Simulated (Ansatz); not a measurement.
# BHO2 (oxoborinic acid): r2SCAN/def2-TZVPP

What is the vertical ionisation energy of BHO2 (oxoborinic acid) at r2SCAN/def2-TZVPP? 

The calculation is run with Ansatz 0.2.0.

51 further runs of the same task are left out: 51 set aside as unsound or not needed.

## Step 1: Starting point

The species is BHO2 (4 atoms), meant as a singlet with charge 0. SMILES: `O=BO`. The shape is that of a PBE0-D4/def2-TZVP optimisation.

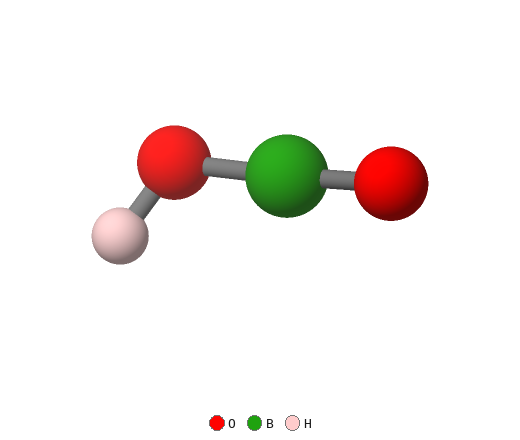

The structure, seen from a chosen angle (oxygen red, boron green, hydrogen pink).

## Step 2: A single-point energy at r2SCAN/def2-TZVPP

run.yaml

```yaml
crystal:
  periodic: [false, false, false]
  atoms:
    - {symbol: O, position_ang: [-1.555100, 0.523500, 0.428500]}
    - {symbol: B, position_ang: [-0.423900, 0.132000, 0.248600]}
    - {symbol: O, position_ang: [0.816700, -0.302000, 0.108600]}
    - {symbol: H, position_ang: [1.162300, -0.353500, -0.785700]}
basis:
  gaussian:
    orbitals: def2-TZVPP
hamiltonian:
  xc: {name: r2SCAN}
accuracy: high
output: {orbitals: {seedname: orbitals}}
```

The run is started by

```sh
$ ansatz run run.yaml --threads 1 --pin off --max-ram 3480MiB --events-out events.jsonl --progress --plain --runs-dir runs
```

What it wrote:

```text
Warning: RAYON_NUM_THREADS=1 ignored (pool sized by the plan → 1); use --threads N
Functional definition: r2SCAN
  name "r2SCAN"
  parameter k0 = 0.174
  parameter k1 = 0.065
  parameter a1 = 4.9479
  exchange = r2scan_x(k0 = k0, k1 = k1, a1 = a1)
  correlation = r2scan_c
1677 factors; integrals over basis functions are off by at most 4.5e-9 eV
mean field evaluation 1: about -4779.6412 eV, gradient 7.5e1 eV
mean field evaluation 2: about -4746.6316 eV, gradient 1.5e2 eV
mean field evaluation 4: about -4788.2951 eV, gradient 9.8e0 eV
mean field evaluation 8: about -4788.4465 eV, gradient 1.4e-1 eV
mean field evaluation 16: about -4788.4466 eV, gradient 8.0e-7 eV
mean field -4788.44655972 eV, -175.9721653440 hartree, gradient 2.4e-8 eV, S^2 0.000000; 0 other end points of the search recorded, 0 dependent functions left out
reference -4788.44656056 eV, -175.9721653751 hartree; 11, 11 occupied and 96, 96 virtual orbitals, 1677 factors
Total energy: -4788.44656056 eV, -175.9721653751 hartree
```

It took 6 s on 1 thread of Arm Neoverse V1, shared host; peak memory 0.24 GiB.

## Step 3: The doublet cation, same level

input.yaml

```yaml
crystal:
  periodic: [false, false, false]
  atoms:
    - symbol: O
      position_ang: [-1.555100, 0.523500, 0.428500]
    - symbol: B
      position_ang: [-0.423900, 0.132000, 0.248600]
    - symbol: O
      position_ang: [0.816700, -0.302000, 0.108600]
    - symbol: H
      position_ang: [1.162300, -0.353500, -0.785700]
basis:
  gaussian:
    orbitals: def2-TZVPP
total_charge: 1
magnetization:
  spin_polarized: true
  initial_magnetization: 1
hamiltonian:
  xc: r2scan
accuracy: high
output: {orbitals: {seedname: orbitals}}
```

The run is started by

```sh
$ ansatz run input.yaml --threads 1 --pin off --max-ram 3480MiB --events-out events.jsonl --progress --plain --runs-dir runs
```

What it wrote (excerpt; [...] marks lines left out):

```text
Warning: RAYON_NUM_THREADS=1 ignored (pool sized by the plan → 1); use --threads N
[... 7 set-up lines as earlier in the session ...]
1677 factors; integrals over basis functions are off by at most 4.5e-9 eV
mean field evaluation 1: about -4763.9805 eV, gradient 6.5e1 eV
mean field evaluation 2: about -4741.1716 eV, gradient 9.8e1 eV
mean field evaluation 4: about -4773.3662 eV, gradient 2.7e1 eV
mean field evaluation 8: about -4776.3362 eV, gradient 1.6e-1 eV
mean field evaluation 16: about -4776.3364 eV, gradient 1.8e-4 eV
mean field evaluation 32: about -4775.9836 eV, gradient 6.9e0 eV
mean field -4776.33637144 eV, -175.5271241332 hartree, gradient 2.1e-8 eV, S^2 0.763002; 3 other end points of the search recorded, 0 dependent functions left out
reference -4776.33637266 eV, -175.5271241782 hartree; 11, 10 occupied and 96, 97 virtual orbitals, 1677 factors
Total energy: -4776.33637266 eV, -175.5271241782 hartree
```

Run time: 15 s. Hardware: 1 thread of Arm Neoverse V1, shared host; peak memory 0.33 GiB.

## Step 4: Outcome

At r2SCAN/def2-TZVPP:

| quantity | value |
| --- | --- |
| singlet BHO2: total energy | -175.97217 Eh |
| singlet BHO2: HOMO energy | -8.10 eV |
| singlet BHO2: LUMO energy | -0.65 eV |
| singlet BHO2: HOMO–LUMO gap | 7.45 eV |
| doublet cation: total energy | -175.52712 Eh |
| doublet cation: HOMO energy (highest over α and β) | -17.84 eV |
| doublet cation: LUMO energy (lowest over α and β) | -15.99 eV |
| doublet cation: ⟨S²⟩ | 0.763 |
| vertical ionisation energy (to the doublet cation) | 12.110 eV |

What this shows: Removing an electron at fixed nuclei costs 12.11 eV (1168 kJ/mol). The negative HOMO energy of the first species, 8.10 eV, lies 4.01 eV below that difference.
